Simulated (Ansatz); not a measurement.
# CH4Si (SMILES C=[SiH2]): the electronic atomisation energy, rung by rung

CH4Si: 6 atoms, total charge 0, spin state singlet. SMILES: `C=[SiH2]`. The shape is that of a GFN2-xTB optimisation.

```xyz
6

C    -0.7387   -0.5472   -0.2651
Si    0.6113    0.4518    0.2183
H    -1.4085   -0.9966    0.4481
H    -0.9629   -0.7582   -1.2967
H     0.9530    0.7660    1.6007
H     1.5459    1.0842   -0.7053
```

Each level gives the electronic atomisation energy (eV). The values are calculated. Electronic energies at fixed atoms, without zero-point motion or spin-orbit coupling.

```
         level                    kind  program  value (eV)  less CCSDT/STO-3G  CPU time (all runs)
     HF/STO-3G            Hartree–Fock   Ansatz       18.59              -3.55               0.18 s
    PBE/STO-3G                     GGA   Ansatz       25.65              +3.51                2.1 s
 r2SCAN/STO-3G                meta-GGA   Ansatz       25.10              +2.96                5.7 s
  BHLYP/STO-3G           global hybrid   Ansatz       23.98              +1.84                1.6 s
   PBE0/STO-3G           global hybrid   Ansatz       24.89              +2.75                1.6 s
wB97M-V/STO-3G  range-separated hybrid   Ansatz       25.54              +3.40                 20 s
 B2PLYP/STO-3G           double hybrid   Ansatz       23.78              +1.64                2.1 s
    MP2/STO-3G     perturbation theory   Ansatz       21.45              -0.69                0.2 s
  CCSDT/STO-3G   coupled cluster or CI   Ansatz       22.14               0.00               0.64 s
 CCSDTQ/STO-3G   coupled cluster or CI   Ansatz       22.15              +0.01                4.1 s
```

CCSDT/STO-3G is the highest level here, not the true value. The values span 18.59 to 25.65 eV. All rows use very small basis sets, so even the best lies far from the true value. Times are those of the runs behind each value, whatever else they computed, on shared processors of several kinds: orders of magnitude only.

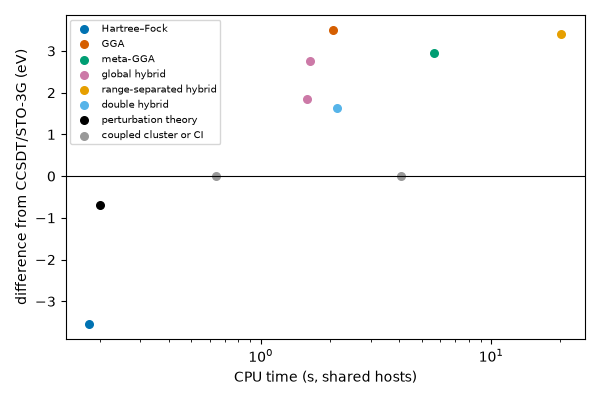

Difference from CCSDT/STO-3G against processor time, one point a level.
